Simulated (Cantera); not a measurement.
Input: 1 mol CHF3, 1.2 mol F2, 10 mol H2, at 0.270 bar.

These are equilibrium values from Cantera (NASA tables, ideal gas, pure condensed phases), not measurements of a reactor. Candidate condensed phases: C, C6H6, C7H8, C8H18; 110 gas species. Ions and electrons are included (thermal ionisation). Equilibrium is a limit: real reactors are often held back by kinetics, nucleation or transport.

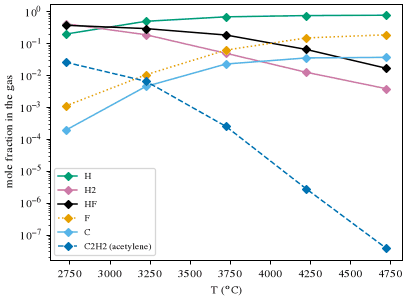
Fig. 1. Equilibrium gas composition (values under 1e-9 drawn at 1e-9)

### Question
Read off the mole fractions at 4227 °C.

### Answer
H about 0.74, F about 0.15, HF about 0.064, C about 0.035, H2 about 0.012, C2H2 (acetylene) about 2.7e-6.
